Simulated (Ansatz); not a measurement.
# CHFGaN (SMILES N#[C][GaH][F]) at 3 levels

Wanted: a comparison of 3 runs (HF/STO-3G, BLYP/cc-pVDZ, HSE06/cc-pVDZ) of CHFGaN. 

The calculation is run with Ansatz 0.2.0.

126 further runs of the same task are left out: 126 set aside as unsound or not needed.

### Step 1. Starting point

CHFGaN: 5 atoms, total charge 0, spin state singlet. As SMILES, `N#[C][GaH][F]`. One bond was lengthened or shortened from a relaxed shape.

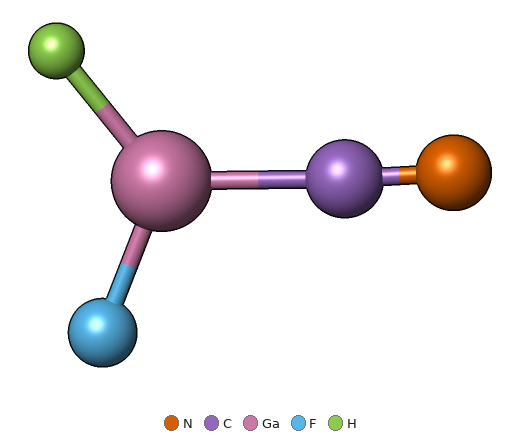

Viewed from a chosen angle; nitrogen orange, carbon purple, gallium pink, fluorine blue, hydrogen green.

### Step 2. The energy at HF/STO-3G (run 1)

File job.yaml:

```yaml
crystal:
  periodic: [false, false, false]
  atoms:
    - {symbol: N, position_ang: [1.148155, -1.876790, 1.293019]}
    - {symbol: C, position_ang: [0.575155, -1.084290, 0.683319]}
    - {symbol: Ga, position_ang: [-0.325545, 0.299410, -0.318481]}
    - {symbol: F, position_ang: [-1.790545, -0.273090, -1.065581]}
    - {symbol: H, position_ang: [0.179200, 1.982700, -0.525600]}
basis:
  gaussian: {orbitals: STO-3G}
output: {orbitals: {seedname: orbitals}}
total_charge: 0
accuracy: high
hamiltonian: {xc: hf}
```

Command:

```
$ ansatz run job.yaml --threads 1 --pin off --max-ram 3480MiB --events-out events.jsonl --progress --plain --runs-dir runs
```

Output:

```text
Warning: RAYON_NUM_THREADS=1 ignored (pool sized by the plan → 1); use --threads N
Functional definition: HF
  name "HF"
  exchange = exact_x
  correlation = 0
562 factors; integrals over basis functions are off by at most 3.2e-9 eV
mean field evaluation 1: about -56883.8564 eV, gradient 3.5e1 eV
mean field evaluation 2: about -56883.9032 eV, gradient 3.5e1 eV
mean field evaluation 4: about -56888.3592 eV, gradient 3.1e0 eV
mean field evaluation 8: about -56888.4326 eV, gradient 8.6e-2 eV
mean field evaluation 16: about -56888.4299 eV, gradient 2.5e-8 eV
mean field -56888.42988064 eV, -2090.6112377508 hartree, gradient 2.5e-8 eV, S^2 0.000000; 0 other end points of the search recorded, 0 dependent functions left out
reference -56888.42988064 eV, -2090.6112377508 hartree; 27, 27 occupied and 7, 7 virtual orbitals, 562 factors
Total energy: -56888.42988064 eV, -2090.6112377508 hartree
```

Wall time 0.32 s (1 thread of Arm Neoverse V2, shared host).

### Step 3. The energy at BLYP/cc-pVDZ (run 2)

File job.yaml:

```yaml
crystal:
  periodic: [false, false, false]
  atoms:
    - {symbol: "N", position_ang: [1.148155, -1.876790, 1.293019]}
    - {symbol: C, position_ang: [0.575155, -1.084290, 0.683319]}
    - {symbol: Ga, position_ang: [-0.325545, 0.299410, -0.318481]}
    - {symbol: F, position_ang: [-1.790545, -0.273090, -1.065581]}
    - {symbol: H, position_ang: [0.179200, 1.982700, -0.525600]}
basis:
  gaussian:
    orbitals: cc-pVDZ
total_charge: 0
hamiltonian:
  xc: {name: BLYP}
accuracy: high
output: {orbitals: {seedname: orbitals}}
```

Command:

```
$ ansatz run job.yaml --threads 1 --pin off --max-ram 3480MiB --events-out events.jsonl --progress --plain --runs-dir runs
```

Output:

```text
Warning: RAYON_NUM_THREADS=1 ignored (pool sized by the plan → 1); use --threads N
Functional definition: BLYP
  name "BLYP"
  parameter beta = 0.0042
  parameter a = 0.04918
  parameter b = 0.132
  parameter c = 0.2533
  parameter d = 0.349
  exchange = b88_x(beta = beta)
  correlation = lyp_c(a = a, b = b, c = c, d = d)
1564 factors; integrals over basis functions are off by at most 4.4e-9 eV
mean field evaluation 1: about -57631.3218 eV, gradient 5.8e1 eV
mean field evaluation 2: about -57569.4320 eV, gradient 1.7e2 eV
mean field evaluation 4: about -57637.0145 eV, gradient 2.8e1 eV
mean field evaluation 8: about -57638.6136 eV, gradient 6.0e-1 eV
mean field evaluation 16: about -57638.6087 eV, gradient 1.9e-5 eV
mean field -57638.60866394 eV, -2118.1797995477 hartree, gradient 6.4e-8 eV, S^2 0.000000; 0 other end points of the search recorded, 0 dependent functions left out
reference -57638.60871266 eV, -2118.1798013382 hartree; 27, 27 occupied and 47, 47 virtual orbitals, 1564 factors
Total energy: -57638.60871266 eV, -2118.1798013382 hartree
```

Wall time 4.5 s (1 thread of Arm Neoverse V2, shared host); peak memory 0.17 GiB.

### Step 4. A single-point energy at HSE06/cc-pVDZ (run 3)

File in.yaml:

```yaml
crystal:
  periodic: [false, false, false]
  atoms:
    - {symbol: "N", position_ang: [1.148155, -1.876790, 1.293019]}
    - {symbol: C, position_ang: [0.575155, -1.084290, 0.683319]}
    - {symbol: Ga, position_ang: [-0.325545, 0.299410, -0.318481]}
    - {symbol: F, position_ang: [-1.790545, -0.273090, -1.065581]}
    - {symbol: H, position_ang: [0.179200, 1.982700, -0.525600]}
basis:
  gaussian:
    orbitals: cc-pVDZ
hamiltonian:
  xc: hse06
accuracy: high
output: {orbitals: {seedname: orbitals}}
```

Command:

```
$ ansatz run in.yaml --threads 1 --pin off --max-ram 3480MiB --events-out events.jsonl --progress --plain --runs-dir runs
```

Output:

```text
Warning: RAYON_NUM_THREADS=1 ignored (pool sized by the plan → 1); use --threads N
Functional definition: HSE06
  name "HSE06"
  parameter a = 0.25
  parameter omega = 0.11/bohr
  exchange = pbe_x - a*pbe_x_sr(omega) + a*exact_x_sr(omega)
  correlation = pbe_c
1564 factors; integrals over basis functions are off by at most 4.4e-9 eV
89 factors; integrals over basis functions are off by at most 1.3e-9 eV
mean field evaluation 1: about -57619.6555 eV, gradient 4.9e1 eV
mean field evaluation 2: about -57603.2812 eV, gradient 1.0e2 eV
mean field evaluation 4: about -57624.5110 eV, gradient 8.0e0 eV
mean field evaluation 8: about -57624.7540 eV, gradient 8.1e-1 eV
mean field evaluation 16: about -57624.7558 eV, gradient 2.4e-5 eV
mean field -57624.75575676 eV, -2117.6707145987 hartree, gradient 9.7e-8 eV, S^2 0.000000; 0 other end points of the search recorded, 0 dependent functions left out
reference -57624.75576029 eV, -2117.6707147283 hartree; 27, 27 occupied and 47, 47 virtual orbitals, 1564 factors
Total energy: -57624.75576029 eV, -2117.6707147283 hartree
```

Run time: 5.4 s. Hardware: 1 thread of Arm Neoverse V2, shared host; peak memory 0.23 GiB.

### Step 5. Overview of the runs

```
run          level   energy (Eh)  HOMO energy (eV)  LUMO energy (eV)  HOMO–LUMO gap (eV)  wall time
  1      HF/STO-3G  -2090.611238             -8.42              3.95               12.37     0.32 s
  2   BLYP/cc-pVDZ  -2118.179801             -8.08             -3.14                4.94      4.5 s
  3  HSE06/cc-pVDZ  -2117.670715             -9.35             -2.84                6.52      5.4 s
```

### Step 6. Summary of results

| quantity | value |
| --- | --- |
| run 3: total energy | -2117.67071 Eh |
| run 3: HOMO energy | -9.35 eV |
| run 3: LUMO energy | -2.84 eV |
| run 3: HOMO–LUMO gap | 6.52 eV |

**Reading.** The HOMO–LUMO gap runs from 4.94 eV (BLYP/cc-pVDZ) to 12.37 eV (HF/STO-3G). The two ends differ in method and basis. Totals of different functionals can't be ranked against each other. In run 1 the basis is minimal, so the values are rough. All runs together took 10 s, the longest 5.4 s.
